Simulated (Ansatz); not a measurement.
A hypothetical phase is included: elements placed on a structure type, which no database files for this compound.

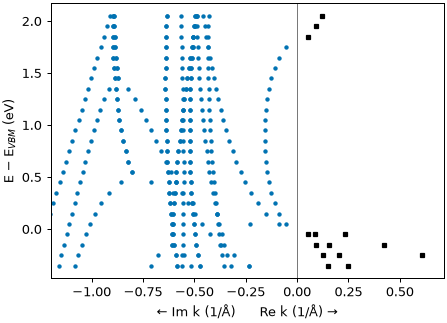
Fig. 1. Complex bands at the centre of the two-dimensional zone; r2SCAN in Ansatz (a quantum-chemistry and plane-wave program)

The gap is the functional's own. No spin-orbit coupling. Mid-gap values are those at the computed energy nearest the middle.

Problem. This is GaN (Pm-3n, 12 atoms a cell, 14.2 Å³ an atom, -2 GPa at this level) along the normal of (110). Read off the slowest decay at the centre of the two-dimensional zone at 0.95 eV, the computed energy nearest the middle of the gap.

Solution. κ ≈ 0.16 1/Å, a decay length 1/(2κ) of the density of 3.2 Å.
